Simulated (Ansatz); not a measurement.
# CH8O2Si2: the cost of one run

The runs use Ansatz 0.2.0, Gaussian basis; functionals in def2-TZVPP, the program's frozen cores in correlated methods.

The runs, in order: PBE-D4, r2SCAN-D4, PBE0-D4, B3LYP-D4, ωB97X-V, ωB97M-V, B2PLYP; CCSD(T)/def2-TZVPP; MP2/def2-QZVPP; extrapolation to the limit.

## 1. Structure used throughout

An earlier PBE0-D4 in a triple-zeta def2 set relaxation fixed the geometry.

SMILES `OC(O)[SiH2][SiH3]`, 13 atoms, charge 0, spin multiplicity 1.

Atoms are counted from 1 here; the program's logs count them from 0.

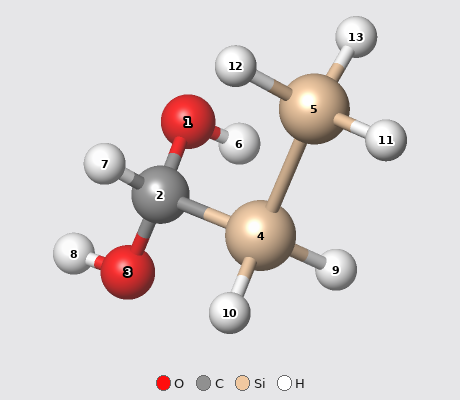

The structure; oxygen red, carbon grey, silicon light orange, hydrogen white; atoms are numbered from 1 in the order of the file.

## 2. PBE-D4 (GGA)

in.yaml

```yaml
crystal:
  periodic: [false, false, false]
  atoms:
    - {symbol: O, position_ang: [0.161828, 1.198173, 1.509070]}
    - {symbol: C, position_ang: [-0.601367, 0.065746, 1.160776]}
    - {symbol: O, position_ang: [-1.935528, 0.180655, 1.575674]}
    - {symbol: Si, position_ang: [-0.601848, -0.240415, -0.730872]}
    - {symbol: Si, position_ang: [1.604502, -0.508769, -1.461124]}
    - {symbol: H, position_ang: [-0.206846, 1.960014, 1.048988]}
    - {symbol: H, position_ang: [-0.098808, -0.761676, 1.678565]}
    - {symbol: H, position_ang: [-1.947458, 0.254629, 2.536833]}
    - {symbol: H, position_ang: [-1.204870, 0.967669, -1.364028]}
    - {symbol: H, position_ang: [-1.423400, -1.433117, -1.070839]}
    - {symbol: H, position_ang: [1.630321, -0.875345, -2.903279]}
    - {symbol: H, position_ang: [2.270760, -1.592745, -0.688590]}
    - {symbol: H, position_ang: [2.372915, 0.750580, -1.276673]}
basis:
  gaussian: {orbitals: def2-TZVPP}
hamiltonian: {xc: pbe, dispersion: d4}
output: {forces: true, orbitals: {seedname: orbitals}}
```

The run is started by

```
$ ansatz run in.yaml --threads 4 --pin off --events-out ev --progress --plain --max-ram 10444MiB
```

Q: Estimate wall time and peak memory on 4 threads of Arm Neoverse V1, shared host.

About 3.5 s, with a peak of 0.42 GiB.
